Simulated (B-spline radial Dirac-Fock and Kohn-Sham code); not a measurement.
Rhodium in charge state +1 (Rh⁺) in the configuration [Kr] 4d8, inside a Watson sphere of charge −1 and radius 1.6 Å that stands in for a crystal. Computed with a radial B-spline solver: Dirac–Fock ΔSCF energies in intermediate coupling of the two holes, Coulomb rates, valence shells as spectators.

A figure with this caption is to be made: «The Auger multiplet of an L2 hole with both final holes in M23, lines labelled by the leading pair of holes and J, as sticks. Kinetic energies count from the vacuum level; very weak lines are left out. Lines are named by their largest jj component, which in light atoms can differ from the customary names.» What will it show?

The strongest line is L2-M2M3 J=2 at 2.0796 keV (52 % of the multiplet), followed by L2-M2M3 J=1 at 2.0852 keV (24 %), L2-M2M2 J=0 at 2.0514 keV (24 %), L2-M3M3 J=2 at 2.1087 keV (0.52 %). The lines shown span 2.051 keV to 2.109 keV.

Here it is:

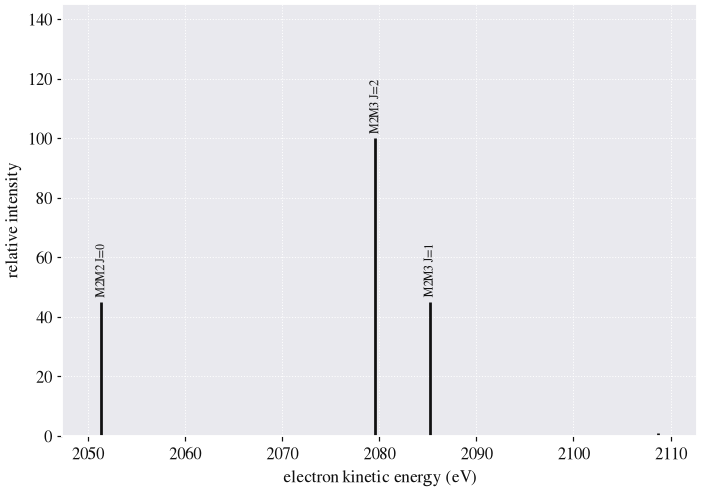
